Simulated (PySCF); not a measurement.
C6H9FO

The calculation's input:

```
{"job": {"xc": "PBE0", "basis": "pcSseg-1", "kind": "nmr", "pop": true}, "charge": 0, "multiplicity": 1}
O      2.019338     1.614186    -0.559089
C      1.224445     0.909305     0.010981
C     -0.055025     1.392893     0.642234
C     -1.246465     0.713526    -0.050870
C     -1.111295    -0.806329    -0.060639
C      0.214614    -1.251948    -0.672615
C      1.383065    -0.608388     0.055177
F      1.358034    -1.009881     1.380086
H     -0.098501     2.488051     0.568219
H     -0.039438     1.106773     1.707518
H     -1.309490     1.083742    -1.089229
H     -2.182994     1.014469     0.443933
H     -1.949868    -1.259047    -0.611927
H     -1.168636    -1.189091     0.971590
H      0.326845    -2.347131    -0.633729
H      0.269714    -0.958624    -1.735354
H      2.358658    -0.880479    -0.376197
```

Run with:

```sh
OMP_NUM_THREADS=1 python ens_run.py task.json out
```

Geometry: PBE0-D3(BJ)/def2-SVP.

Method: PySCF 2.14.0, PBE0/pcSseg-1, SCF density, gas phase, non-relativistic.

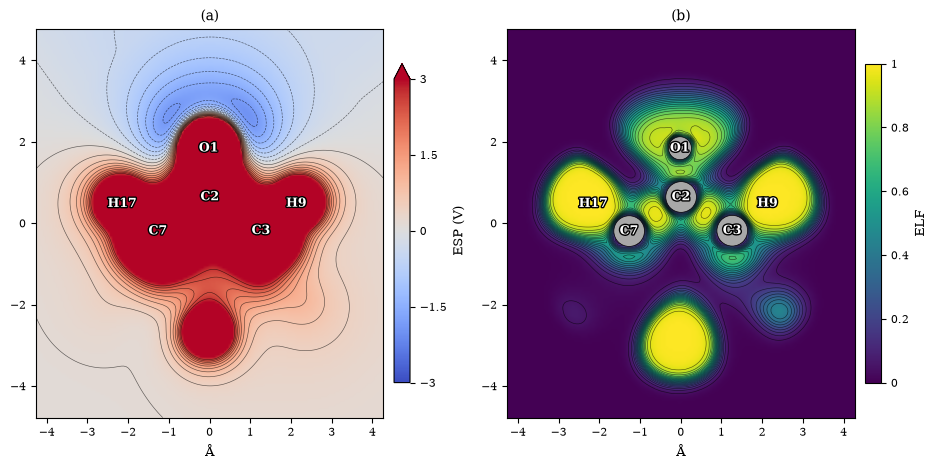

Figure 1. (a) molecular electrostatic potential; (b) ELF on the plane of atoms C2, C7 and H17. Grey discs cover the atomic cores in the ELF map.

Question: Interpret the plot.

Answer: The section cuts through O, C and H sites. C–O (1.21 Å): the ELF peaks at about 0.85 between the atoms; a multiple bond. C–C (1.51 Å): the ELF peaks at about 0.95 between the atoms (a shared electron pair). C–H (1.10 Å): the ELF climbs to about 1 towards the hydrogen, as it does in any bond to H: a covalent bond by its length. The ELF also peaks beside O1, away from the bonds: lone-pair regions. Outside the dense part of the molecule the potential is most negative (−2.0 V) near O1.

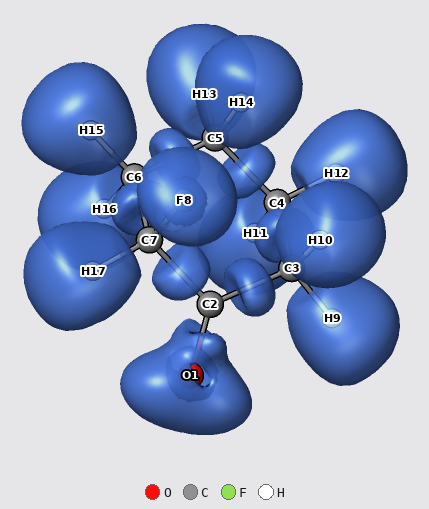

Figure 2. Isosurface of the ELF at 0.75 (blue), seen at a tilt. Core shells and regions of very low density are left out.

Question: Identify the bonds, lone pairs and shells in this picture.

Answer: The surface consists of six regions between bonded C–C atoms (shared pairs), nine regions around hydrogen nuclei, one region on F in which the atom's valence shell and bonds are merged and one region on O in which the atom's valence shell and bonds are merged.


 C–F (1.38 Å): the ELF peaks at about 0.80 between the atoms (a shared but strongly polarised pair).

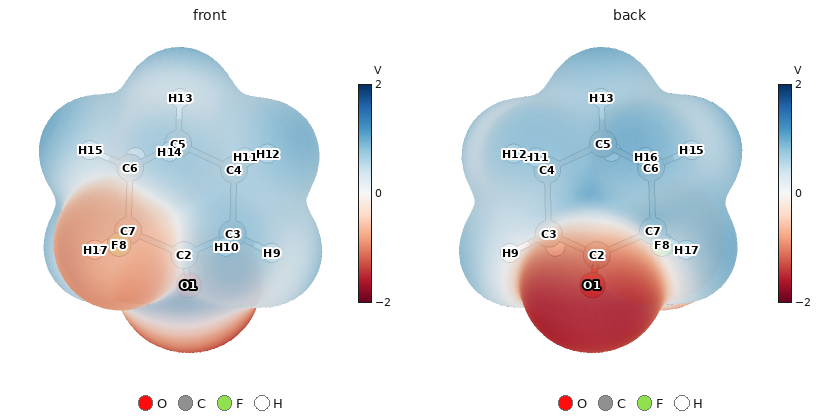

Figure 3. The electrostatic potential painted on the density surface at 0.002 e/bohr³, seen from the front and from behind; red is negative and blue positive.

Question: Which sites attract a positive test charge, and which a negative one?

Answer: A positive charge is drawn to the negative regions and a negative charge to the positive ones. The most negative region (about −1.6 V) lies over O1, the most positive (about +0.9 V) over the C and H atoms. O1 is the likeliest acceptor of a hydrogen bond.

Question: How polar is the molecule by this calculation?

Answer: Its dipole moment is 2.82 D.
